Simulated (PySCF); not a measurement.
C₄H₄BF₂ (SMILES C[c+]1cc1B(F)F) (charge +1)

```yaml
atoms:
  - { symbol: C, position_ang: [-1.7993, -0.4494, 0.1818] }
  - { symbol: C, position_ang: [-0.5863, 0.2789, 0.0226] }
  - { symbol: C, position_ang: [0.1108, 1.4605, -0.1471] }
  - { symbol: C, position_ang: [0.8193, 0.2828, -0.0786] }
  - { symbol: B, position_ang: [2.1936, -0.4881, -0.0967] }
  - { symbol: F, position_ang: [2.6640, -0.9345, -1.2155] }
  - { symbol: F, position_ang: [2.8319, -0.6911, 1.0088] }
  - { symbol: H, position_ang: [-2.0891, -0.8418, -0.8021] }
  - { symbol: H, position_ang: [-1.6633, -1.3239, 0.8217] }
  - { symbol: H, position_ang: [-2.6138, 0.1852, 0.5328] }
  - { symbol: H, position_ang: [0.1377, 2.5241, -0.2536] }
```

Geometry: GFN2-xTB.

Computed with PBE0/def2-SVPD, SCF density, gas phase in PySCF.

Question: What will maps of the electron density and electron localisation function show?

Answer: C–C (1.38 Å): ρ at the midpoint is about 2 e/Å³; the ELF peaks at about 0.85 between the atoms; a covalent bond.
C–B (1.58 Å): ρ is about 1.4 e/Å³ halfway; the ELF peaks at about 1 between the atoms; a covalent bond.
C–H (1.07 Å): ρ is about 2.1 e/Å³ halfway; the ELF climbs to about 1 towards the hydrogen, as it does in any bond to H; an ordinary covalent bond to hydrogen.
C–C (1.42 Å): ρ at the midpoint is about 1.9 e/Å³; the ELF peaks at about 0.95 between the atoms, as expected for localised, covalent bonding.

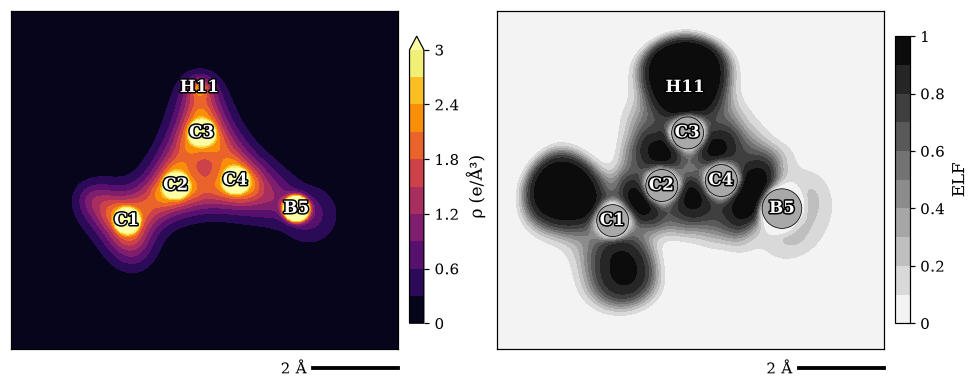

Computed electron density and electron localisation function on the plane of atoms C1, C2 and C4, in this order. Grey discs cover the atomic cores in the ELF map. 
